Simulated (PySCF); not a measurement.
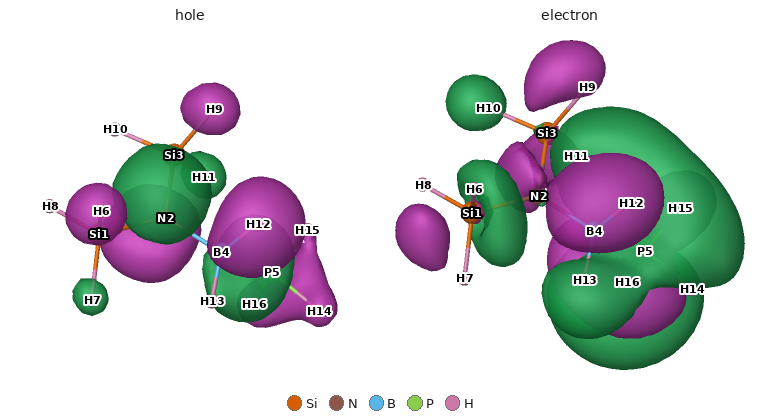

Figure. BH$_{11}$NPSi$_{2}$, SMILES `[SiH3]N([SiH3])[BH2-][PH3+]`. Leading natural transition orbital pair of S₃ (CIS singlet states); the surfaces enclose about 85 % of each orbital's density.

Computed with PySCF, HF/cc-pVDZ, geometry: GFN2-xTB. No frequency check shows the geometry to be a minimum. GFN2-xTB bond lengths at metals and heavier atoms can be off by up to 0.1 Å and shapes distorted, which carries into these values. Without diffuse functions Rydberg states are missing, so the states' numbers hold for this basis only.

Input script:

```python
import numpy as np
from pyscf import gto, scf, dft, tdscf
from pyscf.scf import atom_ks, atom_hf
from scipy.linalg import block_diag

def solve(mol, dm0=None, hcore=None):
    mf = scf.UHF(mol) if mol.spin else scf.RHF(mol)
    mf = mf.density_fit(auxbasis='def2-universal-jkfit')
    mf.conv_tol, mf.max_cycle = 1e-8, 80
    if hcore is not None:
        mf.get_hcore = lambda *args: hcore
    mf.kernel(dm0)
    if not mf.converged:
        mf = mf.newton().run(mf.mo_coeff, mf.mo_occ, max_cycle=30)
    assert mf.converged, 'SCF not converged'
    return mf

mol = gto.M(atom='''
Si     2.09902     0.84923    -0.15046
N      0.58080     0.05118     0.08733
Si     0.37992    -1.65807     0.03580
B     -0.54679     0.87538     0.64622
P     -2.28814     0.40929    -0.17077
H      2.77835     1.12218     1.12580
H      1.86075     2.11388    -0.85393
H      2.92218    -0.03712    -0.97581
H      0.13644    -2.25387     1.35907
H      1.55813    -2.25841    -0.57964
H     -0.83150    -1.90567    -0.79469
H     -0.81336     0.65953     1.79869
H     -0.47249     2.04263     0.40604
H     -3.28047     1.28782     0.22781
H     -2.97740    -0.75078     0.13509
H     -2.59536     0.42906    -1.52404
''', basis='cc-pvdz', charge=0, spin=0, verbose=4)
mf = solve(mol)
td = mf.TDA()
td.nstates, td.singlet, td.conv_tol = 6, True, 1e-5
td.kernel()
td.analyze()
x, y = np.array([p[0] for p in td.xy]), np.array([p[1] + 0 * p[0] for p in td.xy])
f, mu = td.oscillator_strength(), td.transition_dipole()
nto = [td.get_nto(state=i + 1, verbose=4) for i in range(len(td.e))]
# spherically averaged free atoms, for the promolecule
atm = scf.atom_hf.get_atm_nrhf(mol)
pro = block_diag(*[(atm[a[0]][2] * atm[a[0]][3]) @ atm[a[0]][2].T for a in mol._atom])
np.savez('result.npz', e=td.e, f=f, ok=td.converged, w=[n[0] for n in nto], nto=[n[1] for n in nto], x=x, y=y, c=mf.mo_coeff, occ=mf.mo_occ, eps=mf.mo_energy, pro=pro, mu=mu)
```

Run with:

```sh
OMP_NUM_THREADS=1 python input.py
```

The run took 2.4 min on 1 thread of Intel(R) Xeon(R) Processor @ 2.50GHz (Skylake/Cascade Lake), on a shared host, peak memory 0.58 GiB.

Question: Give its energy and the atoms that hole and electron lie on.

Answer: 8.46 eV (147 nm), f = 0.137 (bright); the leading pair carries 91 %; hole on N2 (35 %), P5 (15 %) and B4 (12 %), electron on P5 (33 %), H16 (17 %) and B4 (13 %); their centroids lie 1.3 Å apart. In canonical orbitals it is mainly HOMO → LUMO+2 (61 %). The HOMO–LUMO gap is 12.85 eV.
